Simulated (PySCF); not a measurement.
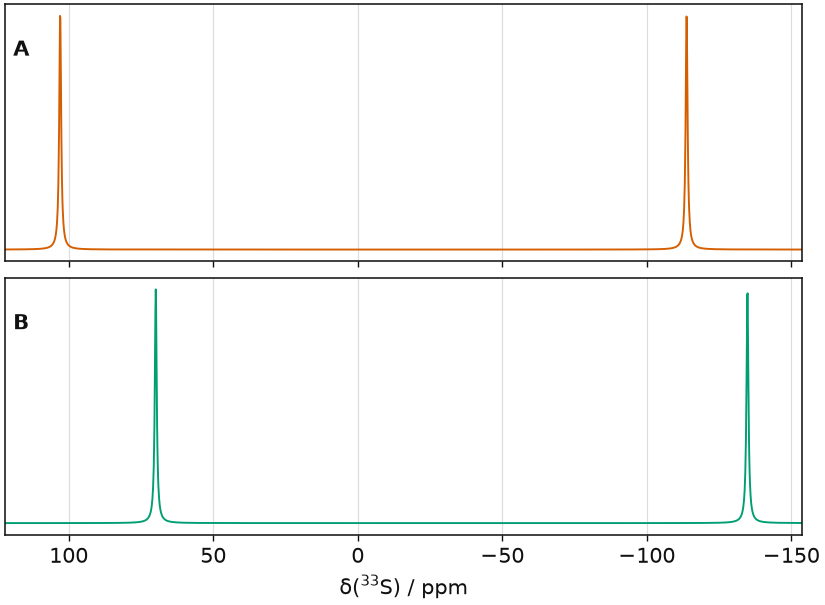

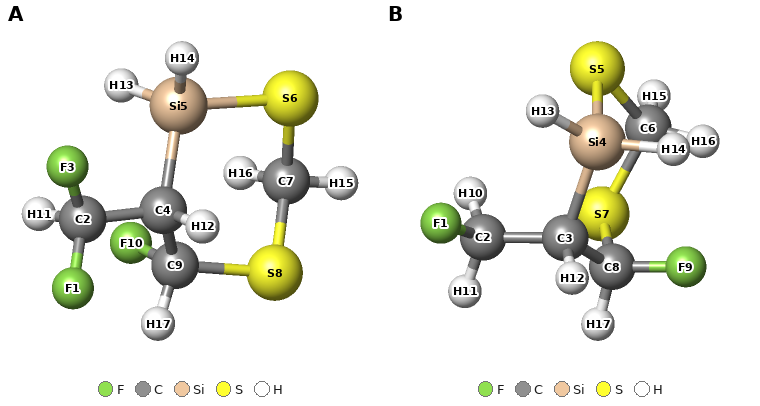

Related molecules: A is C₄H₇F₃S₂Si, SMILES FC(F)[C@@H]1[SiH2]SCS[C@@H]1F; B is C₄H₈F₂S₂Si, SMILES FC[C@@H]1[SiH2]SCS[C@H]1F. GIAO ³³S shifts against CS₂, PBE0/pcSseg-1 with PySCF, at a GFN2-xTB geometry (no frequency check); fully decoupled, line heights follow the number of nuclei within a panel, widths are arbitrary (no quadrupolar broadening); values of one conformer, averaged over methyl-type rotors and exact or near symmetry; other conformers aren't averaged in.

Question: Assign the ³³S signals of each molecule.

Answer: A: 102.9 (S8); −113.8 (S6)
B: 69.9 (S7); −134.8 (S5)

Limits of at least one run: the tight-binding geometry is rougher than a DFT one and adds to the error.
